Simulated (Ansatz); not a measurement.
Consider CuSn4.

Input file:

```
crystal:
  lattice:
    - [3.2260418304, 0.0, 0.0]
    - [-1.6130209152, 2.7938341788, 0.0]
    - [0.0, 0.0, 27.8489825182]
  atoms:
    - { symbol: Cu, position: [0.3333333333, 0.6666666667, 0.75] }
    - { symbol: Cu, position: [0.6666666667, 0.3333333333, 0.25] }
    - { symbol: Sn, position: [0.3333333333, 0.6666666667, 0.9458605853] }
    - { symbol: Sn, position: [0.3333333333, 0.6666666667, 0.1733490471] }
    - { symbol: Sn, position: [0.3333333333, 0.6666666667, 0.3266509529] }
    - { symbol: Sn, position: [0.3333333333, 0.6666666667, 0.5541394147] }
    - { symbol: Sn, position: [0.6666666667, 0.3333333333, 0.8266509529] }
    - { symbol: Sn, position: [0.6666666667, 0.3333333333, 0.0541394147] }
    - { symbol: Sn, position: [0.6666666667, 0.3333333333, 0.4458605853] }
    - { symbol: Sn, position: [0.6666666667, 0.3333333333, 0.6733490471] }
basis:
  ecutwfc: 420
kpoints:
  mp_grid: { grid: [12, 12, 2] }
hamiltonian:
  xc: pbe
scf:
  occupations: { method: gaussian, width: 0.1 }
output:
  forces: true
  stress: true
  eigenvalues: true
  write_density: true
  write_potential: true
  elf: true
  volumetric_format: npy
relax:
  adjacent_minimum: "off"
  f_tol: 0.01
  max_steps: 80
  cell: { stress_tol: 0.05 }
```

Run with:

```sh
ansatz run input.yaml --threads 1 --pin off --max-ram 2560MiB --backend cpu --events-out ev --progress --plain --runs-dir out
```

Below, planes, directions and counts refer to the conventional cell (a = 3.45 Å, b = 3.45 Å, c = 24.03 Å, α = 90.00°, β = 90.00°, γ = 120.00°).

The fields are those of the run's last geometry, not of the input's.

Space group P6₃/mmc; a structure generated by program, which may or may not match a known phase; computed without spin polarisation.

All numbers below come from DFT PBE, scalar-relativistic, plane waves, PAW (Ansatz).

Predict the valence pseudo-density and electron localisation function between the atoms.

Answer. Sn–Sn (3.45 Å): the density is about 0.13 e/Å³ at the midpoint; the ELF is about 0.25 at the midpoint: no shared electron pair shows on this line.

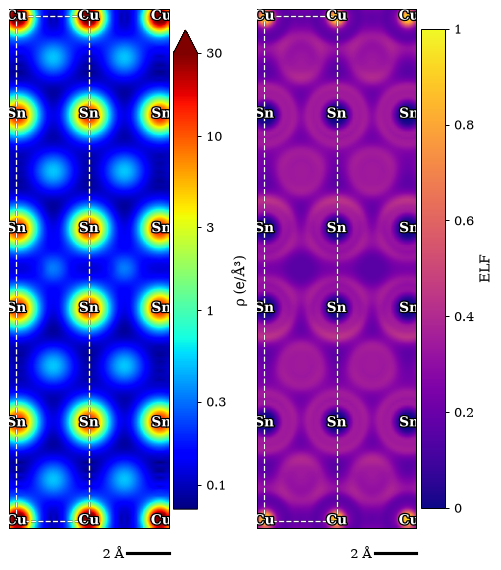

Computed valence pseudo-density and electron localisation function on the (100) plane of the conventional cell, in this order. 

Core electrons are frozen (PAW), and the valence fields are smoothed inside the atomic spheres.
